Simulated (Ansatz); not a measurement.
**Abstraction of H: GaH2(CH3) + InHCl → GaH(CH3) + InH2Cl**

Species: GaH2(CH3), singlet; InHCl `[Cl][InH]`, doublet; GaH(CH3), doublet; InH2Cl `[Cl][InH2]`, singlet. A radical takes H: the energy is the difference in strength between the Ga–H bond broken and the In–H bond made.

Shapes, held fixed at every level: PBE0-D4/def2-TZVP. Programs: Ansatz 0.2.0. Electronic energies: no zero-point or thermal term.

| level | kind | ΔE (kJ/mol) |
| --- | --- | --- |
| MP2/def2-SVP | perturbation theory | +51.4 |
| MP2/def2-TZVPP | perturbation theory | +51.2 |
| HF/def2-SVP | Hartree–Fock | +50.9 |
| PBE-D4/def2-TZVPP | GGA | +53.6 |
| r2SCAN-D4/def2-TZVPP | meta-GGA | +53.6 |
| r2SCAN0-D4/def2-TZVPP | global hybrid | +52.1 |
| wB97X-V/def2-TZVPP | range-separated hybrid | +48.6 |
| B2PLYP/def2-TZVPP | double hybrid | +54.7 |

B2PLYP/def2-TZVPP gives ΔE = +54.7 kJ/mol; the levels span +48.6 to +54.7. The median of the levels is +51.8. No measured value is set beside it here. Open shells run unrestricted. For atoms past krypton def2 sets carry core potentials with scalar relativity. Relativity is left out for Ga. Outer-core shells of Ga, In are correlated, in sets that cover them unevenly.

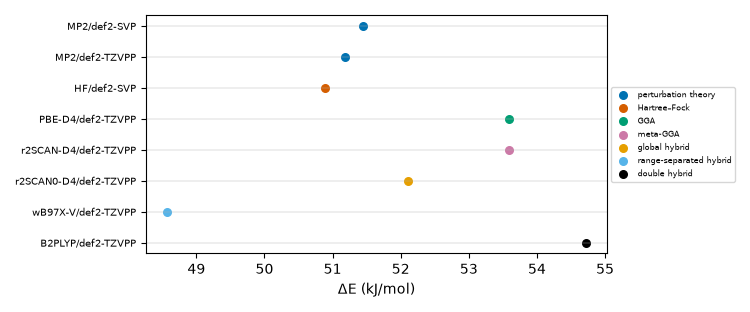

The values of the table, level by level.
